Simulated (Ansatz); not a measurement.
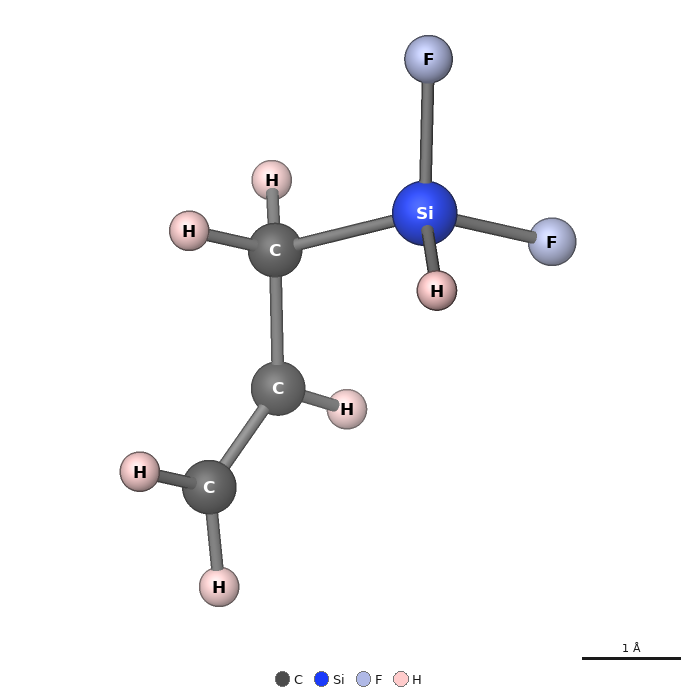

Distant atoms are faded towards the background colour. The geometry was computed by an optimisation with PBE-D4/def2-SVP. No frequency run is at hand to confirm it as a minimum. Masses are those of the most abundant isotopes; constants are for the rigid equilibrium geometry.

Q: Classify the rotor and give the rotational constants (GHz).

A: An asymmetric top (C1): A = 5.53, B = 1.56, C = 1.35 GHz. Ray's parameter κ is −0.90, close to the prolate limit.
